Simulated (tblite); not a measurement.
Frequency calculation of C6H9NOSi

C6H9NOSi, computed with GFN2-xTB harmonic vibrations, gas phase (tblite 0.8.0).

It belongs to a series of runs on one base structure; here: ring CH replaced by N.

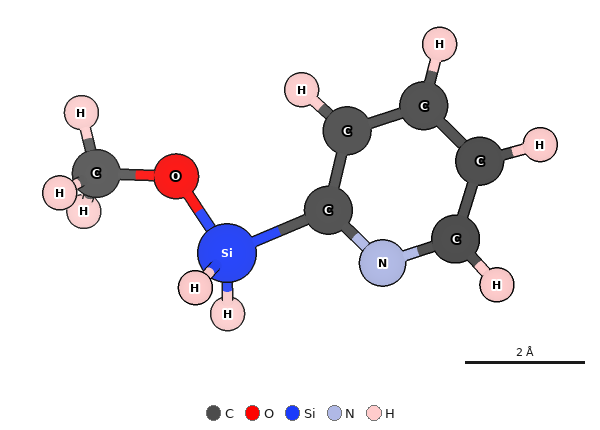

**Figure 1.** The structure as given in the input (ball-and-stick view, seen at a tilt). Bond lengths as drawn: C–C 1.38 to 1.39 Å, C–H 1.08 to 1.09 Å, C–N 1.32 to 1.33 Å, C–O 1.40 Å, C–Si 1.88 Å, H–Si 1.47 Å and O–Si 1.63 Å.

**Input**
```
{"job": {"kind": "ir", "xc": "GFN2-xTB", "basis": "xTB"}, "charge": 0, "multiplicity": 1}
C      3.426944     0.717728    -0.312323
O      2.056533     0.486435    -0.191574
Si     1.303867    -0.946924    -0.040489
C     -0.507951    -0.442341     0.069587
C     -0.966027     0.869796    -0.010618
C     -2.323766     1.123860     0.079532
C     -3.188600     0.055347     0.252053
C     -2.641551    -1.217823     0.320897
N     -1.347912    -1.462043     0.231734
H      3.828714     0.219461    -1.197569
H      3.583528     1.793403    -0.402834
H      3.961877     0.346785     0.565120
H      1.552792    -1.805256    -1.204405
H      1.738785    -1.651547     1.169624
H     -0.255395     1.670588    -0.141124
H     -2.702891     2.134916     0.015925
H     -4.255109     0.202645     0.331052
H     -3.272599    -2.088712     0.453758
```

The first line tells a small driver script what to run in tblite; the rest is the geometry in Å.

Launched with:
```bash
OMP_NUM_THREADS=1 python <driver script> task.json out
```

**The program's output**
```
mode    cm-1     km/mol
  1      35.1      0.41
  2      84.1      2.32
  3      85.7      1.79
  4     110.8      3.51
  5     144.6      0.08
  6     220.5      0.58
  7     256.6      6.02
  8     348.7      0.88
  9     379.8      5.55
 10     420.0     16.76
 11     534.3    116.83
 12     590.5     39.99
 13     596.2      2.65
 14     694.6     62.52
 15     707.3      0.28
 16     749.2      2.98
 17     751.4    165.17
 18     781.3    229.72
 19     817.2    215.45
 20     896.3      0.05
 21     917.8      0.59
 22     936.3      0.00
 23    1002.8     10.02
 24    1093.9      3.72
 25    1118.7      6.22
 26    1133.5      4.65
 27    1135.0    134.28
 28    1154.5    123.19
 29    1165.4      2.38
 30    1181.1     12.75
 31    1243.0      0.97
 32    1275.5      3.15
 33    1398.4      2.67
 34    1417.9      0.02
 35    1434.7     10.02
 36    1481.3      5.40
 37    1489.9      2.03
 38    1555.3     14.07
 39    1574.4     18.02
 40    2202.5    412.00
 41    2240.4    166.56
 42    2949.8     39.03
 43    2963.4     49.25
 44    2989.0     27.66
 45    3038.6     44.88
 46    3057.1     36.83
 47    3085.4     64.41
 48    3098.0     23.54
```

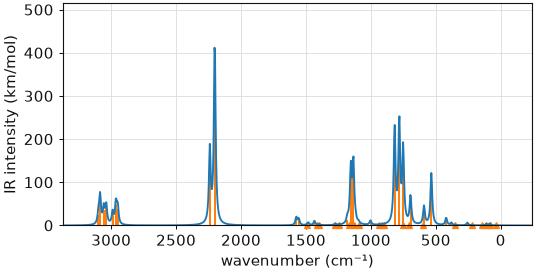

**Figure 2.** Harmonic infrared spectrum, unscaled: sticks (degenerate modes added up, dark ones marked on the axis) with a Lorentzian envelope of 16 cm⁻¹ full width, scaled to the tallest stick. 48 modes from 35 to 3098 cm⁻¹, none imaginary. The strongest line is at 2202 cm⁻¹ (412 km/mol).

**Results in brief**

- outcome: converged
- total energy: −712.2598 eV
- zero-point energy: 83.6840 kcal/mol
- hardware: 1 CPU thread, shared host
- wall time: 1.2 s
- peak memory: 0.18 GiB
